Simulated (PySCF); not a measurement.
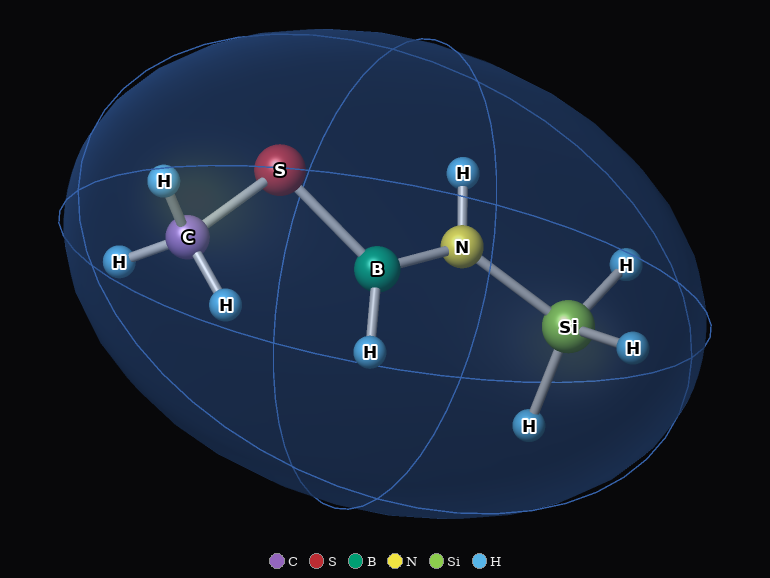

The ellipsoid shows the static dipole polarisability: its half-axes are proportional to the principal values. The computed structure is the end point of a GFN2-xTB optimisation. No frequency run is at hand to confirm it as a minimum. Method: CAM-B3LYP/def2-SVPD (PySCF 2.14.0).

### How large and how anisotropic is the polarisability?

Principal values 65.6, 75.5, 110.9 bohr³; mean 84.0 bohr³ (12.45 Å³); anisotropy 41.2 bohr³, so the longest axis is 1.69 times the shortest.

The geometry is semi-empirical. Around B, Si such bond lengths and angles can be off by a tenth of an ångström or more and by several degrees, and values that hang on the shape move with them.
